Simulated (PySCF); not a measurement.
# SiF₂: structure of the triplet

Where does triplet SiF₂ go from a linear start, is the end point a minimum, and what are its modes, charges and moments?

Computed with PySCF 2.14.0. Level: PBE0, basis Si def2-TZVP, F def2-TZVP, no relativity, density fitting.

## Step 1: The starting structure

3 atoms, charge 0, spin multiplicity 3.

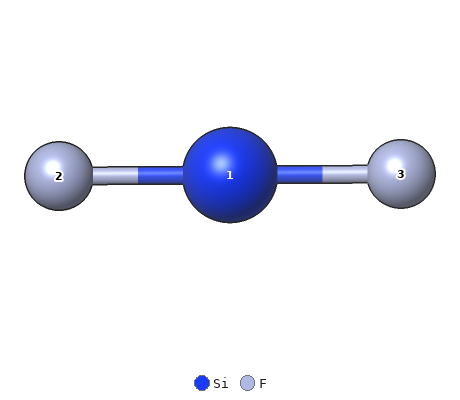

As it starts; silicon blue, fluorine light blue; atoms are numbered from 1 in the order of the file.

```xyz
3
charge 0 multiplicity 3
Si    0.0000    0.0000    0.0000
F     0.0000    0.0000    1.8000
F     0.0000    0.0000   -1.8000
```

## Step 2: First SCF at the start

The steps below are one call of a driver around PySCF. For each, scf.py gives the equivalent set-up of the SCF; relaxations use the driver's own optimiser. After this first run the driver tries any further starts and a stability analysis.

scf.py

```python
from pyscf import gto, scf, dft
mol = gto.M(atom='''
Si     0.000000     0.000000     0.000000
F      0.000000     0.000000     1.800000
F      0.000000     0.000000    -1.800000''',
    basis={'Si': 'def2-TZVP', 'F': 'def2-TZVP'},
    charge=0, spin=2)
mf = dft.UKS(mol, xc='PBE0')
mf.grids.atom_grid = (50, 194)
aux = {'Si': 'def2-universal-JKFIT', 'F': 'def2-universal-JKFIT'}
mf = mf.density_fit(auxbasis=aux)
mf.conv_tol = 1e-08
mf.diis_space = 10
mf.max_cycle = 60
mf.init_guess = 'minao'
mf.verbose = 4
mf.kernel()
```

On the command line:

```console
$ OMP_NUM_THREADS=4 python axn.py task.json out
```

After this run come: Relaxing the triplet from the linear start; Vibrations and properties at this point; Downhill along the imaginary mode; Vibrations and properties at this point.

Before running it: what results should come out? Wanted: minimum; geometry; wavenumbers; dipole moment; highest occupied, lowest empty level; polar-tensor charge of Si1; zero-point energy; atomisation energy; ⟨S²⟩.

As calculated:

| quantity | value |
| --- | --- |
| minimum | triplet, C2v |
| geometry | Si–F 1.598 Å (×2); F–Si–F 113.6° |
| wavenumbers (cm⁻¹) | 266 (a1), 831 (a1), 947 (b2) |
| dipole moment | 1.29 D |
| highest occupied, lowest empty level (either spin) | -5.15, -4.80 eV |
| polar-tensor charge of Si1 | +0.98 e |
| zero-point energy | 12.2 kJ/mol |
| entropy at 298.15 K | 267.2 J/(mol K) |
| atomisation energy (no zero-point energy) | 919 kJ/mol |
| ⟨S²⟩ | 2.002 |

From D∞h at the start the molecule goes to a C2v minimum, after a stop at a saddle point 87.4 kJ/mol higher, from which it was pushed off along an imaginary mode. The strongest infrared band lies at 947 cm⁻¹ (b2, stretch). Most of the spin sits on Si1 (Mulliken spin 1.83, against 2 for the whole molecule). Other starts or spin states, not run here, may lie lower.
